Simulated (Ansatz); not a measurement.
## Electronic structure of C2H7BZn in real space

```xyz
11

C    -0.9724    0.9392   -0.0331
C     0.0714    0.0675    0.6702
B     1.1069   -0.7385   -0.2257
Zn   -0.0992   -2.1430   -1.4221
H    -1.7043    0.3088   -0.5863
H    -1.5526    1.5722    0.6702
H    -0.5015    1.6104   -0.7811
H    -0.3988   -0.5608    1.4569
H     0.7753    0.7311    1.2412
H     1.7867   -1.6293    0.2752
H     1.5539   -0.2147   -1.2449
```

The calculation used Ansatz, RKS PBE/def2-SVP.

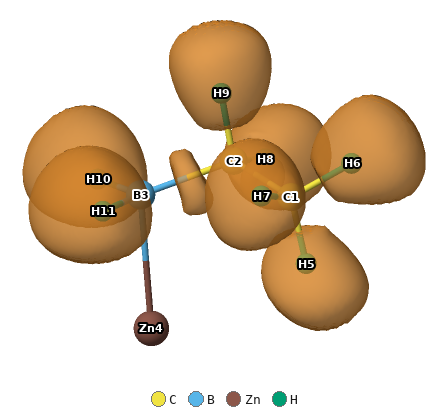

Figure 1. Isosurface of the electron localisation function at 0.85 (orange), seen at a tilt. Only the valence region is drawn (cores and ρ < 0.01 e/Å³ removed).

### Identify the bonds, lone pairs and shells in this picture.

The surface consists of one region between bonded B–C atoms (shared pairs), one region between bonded C–C atoms (shared pairs) and seven regions around hydrogen nuclei. Profiles from the grid: C–C (1.53 Å): the ELF peaks at about 0.95 between the atoms; a shared electron pair. C–B (1.59 Å): the ELF peaks at about 0.95 between the atoms, as expected for a covalent bond.

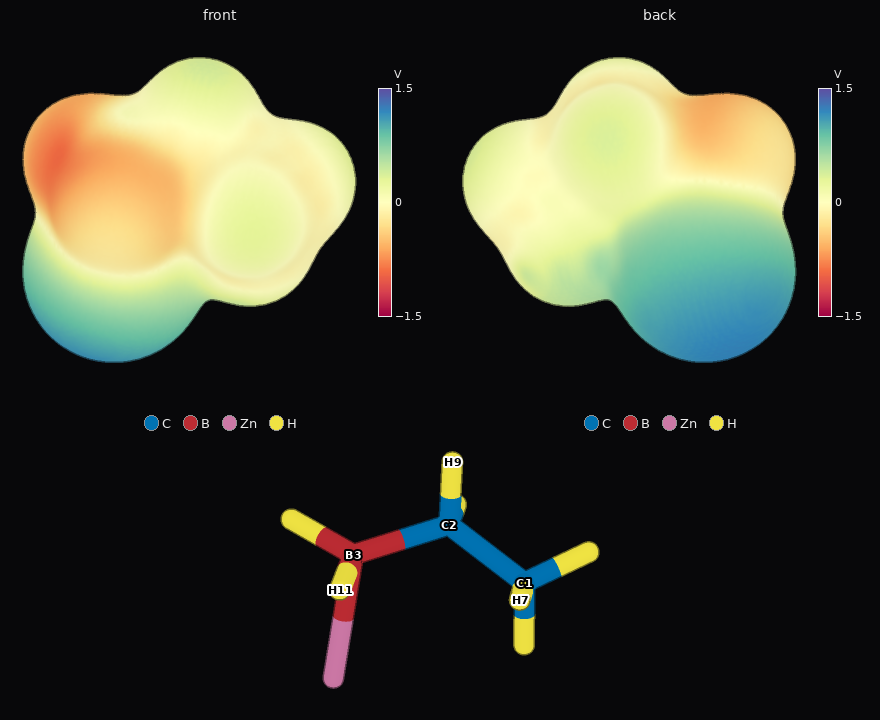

Figure 2. The molecular electrostatic potential painted on the density surface at 0.002 e/bohr³, seen from the front and from behind; the colour scale runs from red (negative) to blue (positive). The bare structure is drawn below in the same view.

### Which sites attract a positive test charge, and which a negative one?

A positive charge is drawn to the negative regions and a negative charge to the positive ones. The most negative region (about −0.9 V) lies over H10, the most positive (about +1.2 V) over Zn4.

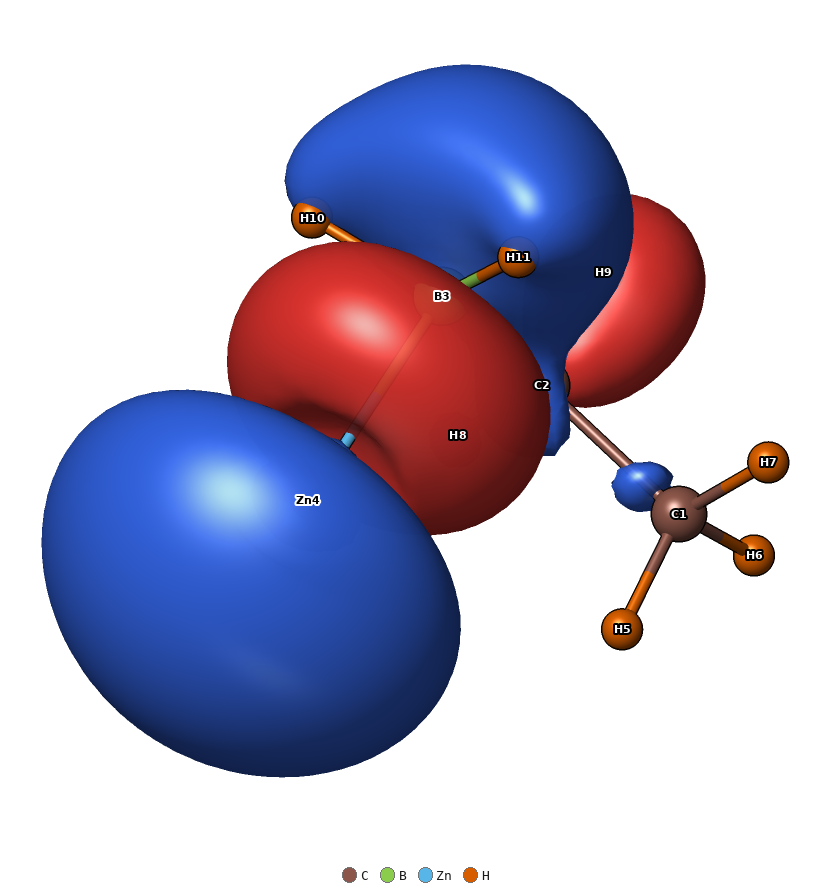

Figure 3. The LUMO at ±0.08 Å⁻³ᐟ² (red and blue are the two phases), seen at an oblique angle.

### Describe this orbital and give its energy.

It lies mainly on Zn4 (about 50 %) and B3 (about 30 %). Its energy is −2.48 eV.
